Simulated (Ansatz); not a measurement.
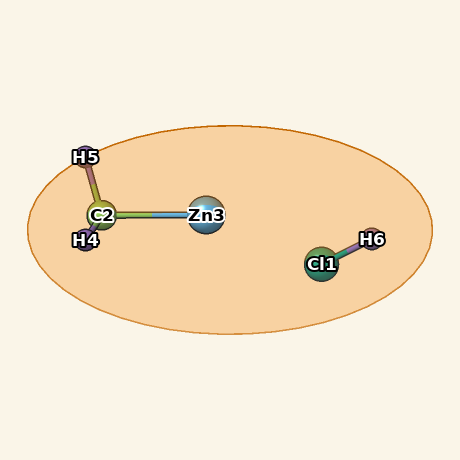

A disc through the centre of mass is drawn in. Depth is shown by fading: the farther an atom, the more it takes the colour of the background. The computed structure is the end point of a PBE0-D4/def2-TZVP optimisation. No frequency run is at hand to confirm it as a minimum.

Is the plane of the disc a mirror plane of the structure?

Answer. Yes. The reflection leaves Cl1, C2, Zn3, H6 in place and moves H4 ↔ H5. The point group is Cs.
